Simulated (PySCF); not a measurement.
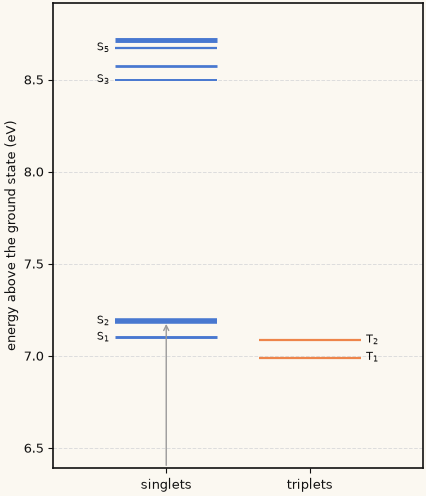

State diagram of C₄H₁₀N⁺, SMILES [NH3+]CC1CC1. Vertical TDDFT excitations, PBE0/def2-SVPD, PySCF, at a GFN2-xTB geometry (no frequency check), gas phase. Triplets in the Tamm-Dancoff approximation; only the lowest 6 singlets and 2 triplets were computed. Thicker singlet lines are brighter; the arrow marks the brightest. S0, at zero, lies below the range drawn.

Q: What is the vertical gap between S1 and T1?

A: 0.11 eV: S1 at 7.10 eV, T1 at 6.99 eV.

Q: What are the energy, strength and character of the state that the arrow marks?

A: S2 at 7.19 eV (172 nm), f = 0.037, mainly HOMO−1 → LUMO (89 %).

Q: What character does the calculation give T1?

A: Mainly HOMO → LUMO (53 %).

Note: the tight-binding geometry is rougher than a DFT one and adds to the error; one conformer of a flexible molecule; core orbitals are frozen in the response.
